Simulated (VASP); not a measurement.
## Electronic structure of SiGeS3 in real space

```
CELL_PARAMETERS angstrom
4.47110 0.00000 0.00000
0.00000 4.47110 0.00000
0.00000 0.00000 4.47110
ATOMIC_POSITIONS crystal
Ge 0.00000 0.00000 0.00000
Si 0.50000 0.50000 0.50000
S 0.50000 0.50000 0.00000
S 0.50000 0.00000 0.50000
S 0.00000 0.50000 0.50000
```

Space group Pm-3m; a generated structure, not necessarily the stable one; changed on purpose from its base cell (volume × 1.000 of the coarse rest volume).

Level of theory: Kohn-Sham DFT of a periodic cell, PBEsol, VASP PAW PBE potentials, recommended in VASP.

The density is the valence pseudo-density of a PAW calculation; it isn't the true density close to the nuclei.

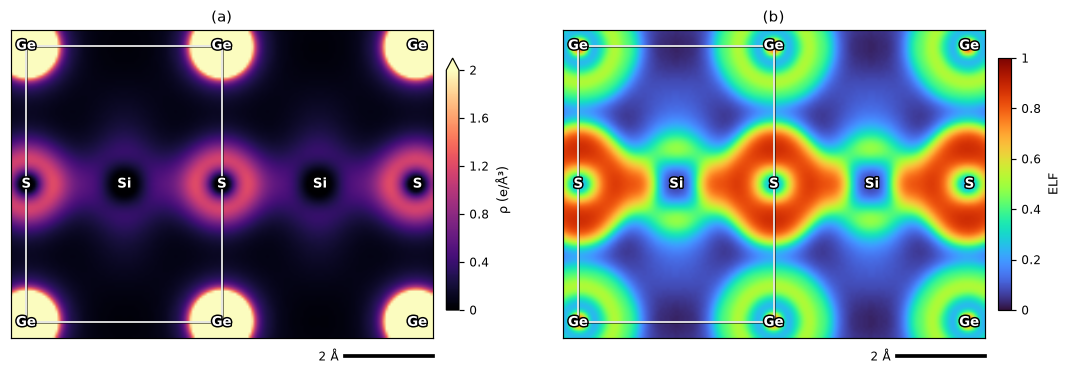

Figure 1. (a) valence pseudo-density; (b) ELF on the (11̄0) plane of the conventional cell.

**What does the map show?**

- Atoms in the plane: Ge, Si and S.
- Si–S (2.24 Å): the density is about 0.64 e/Å³ at the midpoint; the ELF peaks at about 0.85 between the atoms.
- Ge–S (3.16 Å): the density is about 0.14 e/Å³ at the midpoint; the ELF peaks at about 0.90 in the valence shell of S, 0.8 Å from its nucleus, and drops to about 0.20 between the two atoms.
- Between the atoms the lowest density in this plane is 0.04 e/Å³.

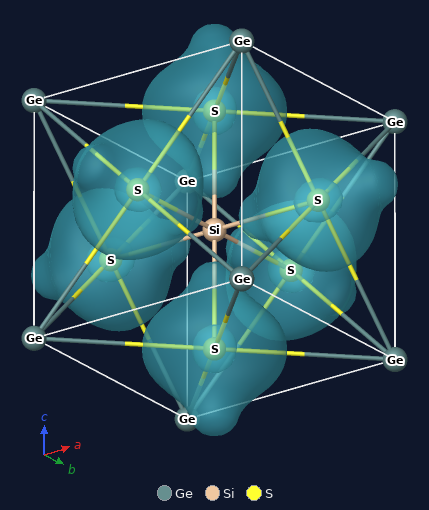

Figure 2. Isosurface of the electron localisation function at 0.65 (cyan), seen at an oblique angle. Core shells and regions of very low density are left out. Sticks mark near contacts.

**Describe the localisation domains.**

At this value the surface marks out three regions on S in which the atom's valence shell and bonds are merged, counted in one cell of 5 atoms. Any copies at cell faces, edges or corners count once.
